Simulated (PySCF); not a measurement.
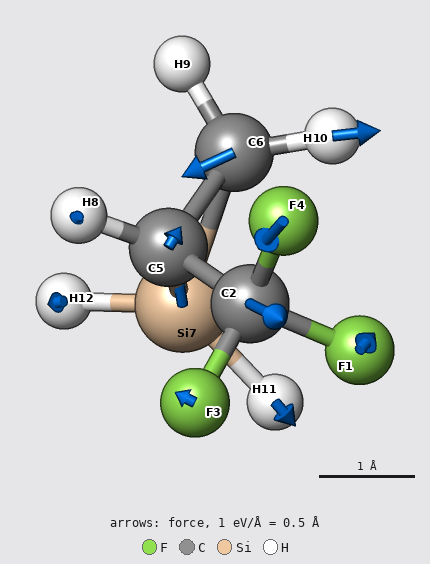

Starting geometry of C3H5F3Si with the computed forces as blue arrows. The picture is a ball-and-stick view, seen from a free direction.

The start comes from GFN2-xTB. Its atoms were then displaced at random by about 0.01 Å.

These are results of PySCF, PBE0-D3(BJ)/def2-SVP geometry optimisation, gas phase, not measurements. 

What follows when this structure is relaxed?

Answer. It isn't relaxed: the largest force vector, on C2, is 2.06 eV/Å. The final displacements follow the starting forces only in part (cosine between the two patterns 0.30). The atom that moves furthest after the best rigid fit is F1 (0.13 Å). By element the largest moves are F 0.13 Å, H 0.12 Å, C 0.06 Å, Si 0.05 Å. Near-neighbour distances that change, for instance: C2–F4 1.387 → 1.341 Å, Si7–H11 1.444 → 1.480 Å, C6–H10 1.069 → 1.096 Å, Si7–H12 1.457 → 1.482 Å. Bond angles that change, for instance: Si7–C5–H8 123.4° → 116.9°, Si7–C6–H10 120.4° → 116.7°, C2–C5–Si7 119.4° → 122.9°. Over 14 geometry steps the energy falls by 3.36 kcal/mol. Cost: 100 s on 1 thread of Arm Neoverse V1, on a shared host.
